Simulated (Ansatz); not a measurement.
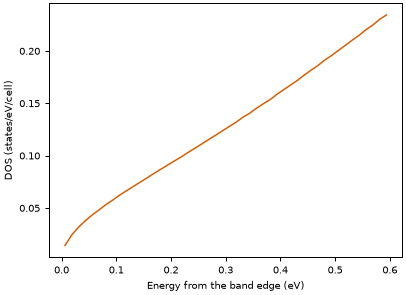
Figure. Density of states of AlP (F-43m) above the conduction band minimum, HSE06 with spin-orbit coupling, rigid bands in Ansatz (a quantum-chemistry and plane-wave program); cell volume 40.9 Å³.

### Question
What effective density of states at 300 K does this give (∫ g(E) exp(−E/k_BT) dE, both spins, divided by the cell's size)?

### Answer
1.7e19 cm⁻³, a density-of-states mass of 0.76 mₑ, valleys and band degeneracy included.

Geometry: cell and atoms relaxed with PBEsol.
